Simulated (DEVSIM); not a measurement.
Structure: Schottky contact on n-type β-Ga2O3, at 300 K.

```
layer (left to right)  material  thickness (μm)  Nd (cm⁻³)   τn (s)   τp (s)
---------------------  --------  --------------  ---------  -------  -------
1                       β-Ga2O3           0.560     1.7e17  7.1e-10  7.1e-10
```

Left contact: Schottky, work function 5.18 eV, emission velocity 4.5e6 cm/s. Right contact: ohmic. Voltage is applied to the left contact. Recombination: SRH at mid-gap, radiative, Auger. Mobility is constant in doping.

This is a model device: material constants are rounded textbook-type values typed into the input, and sizes, dopings and lifetimes were drawn at random. Values at 300 K.

| parameter | β-Ga2O3 |
|---|---|
| gap (eV) | 4.8 |
| affinity (eV) | 4 |
| permittivity | 10 |
| Nc (cm⁻³) | 3.7e18 |
| Nv (cm⁻³) | 5e20 |
| μn (cm²/Vs) | 160 |
| μp (cm²/Vs) | 1 |
| B (cm³/s) | 1e-12 |
| Cn (cm⁶/s) | 1e-31 |
| Cp (cm⁶/s) | 1e-31 |

Simulated with DEVSIM: 1D drift-diffusion, Boltzmann statistics, complete ionisation; no tunnelling, impact ionisation, image-force lowering or self-heating. Metal contacts follow the ideal Schottky-Mott rule: no Fermi-level pinning, no interface dipoles.

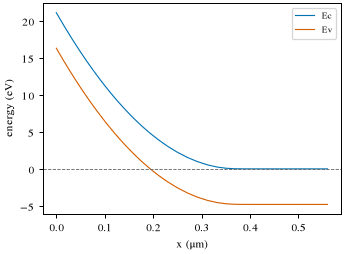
Fig. 1. Band edges at -20.0 V on the left contact

Energies count from the Fermi level of the right contact; mesh points crowd at the junctions.

```csv
x (μm),Ec (eV),Ev (eV),n (cm⁻³),p (cm⁻³),field (V/cm)
0.000,21.180,16.380,< 1e2,< 1e2,-1100000
0.006599,20.435,15.635,< 1e2,< 1e2,-1100000
0.01334,19.688,14.888,< 1e2,< 1e2,-1100000
0.02328,18.612,13.812,< 1e2,< 1e2,-1100000
0.04051,16.819,12.019,< 1e2,< 1e2,-1000000
0.05726,15.165,10.365,< 1e2,< 1e2,-960000
0.07437,13.562,8.762,< 1e2,< 1e2,-910000
0.1093,10.569,5.769,< 1e2,< 1e2,-800000
0.1433,8.021,3.221,< 1e2,< 1e2,-700000
0.1780,5.783,0.983,< 1e2,< 1e2,-590000
0.2292,3.161,-1.639,< 1e2,< 1e2,-430000
0.3124,0.618,-4.182,1.5e8,< 1e2,-180000
0.3673,0.100,-4.700,7.7e16,< 1e2,-21000
0.4045,0.080,-4.720,1.7e17,< 1e2,-510
0.4513,0.080,-4.720,1.7e17,< 1e2,≈ 0
0.4784,0.080,-4.720,1.7e17,< 1e2,≈ 0
0.4967,0.080,-4.720,1.7e17,< 1e2,≈ 0
0.5147,0.080,-4.720,1.7e17,< 1e2,≈ 0
0.5331,0.080,-4.720,1.7e17,< 1e2,≈ 0
0.5438,0.080,-4.720,1.7e17,< 1e2,≈ 0
0.5510,0.080,-4.720,1.7e17,< 1e2,≈ 0
0.5600,0.080,-4.720,1.7e17,< 1e2,≈ 0
```
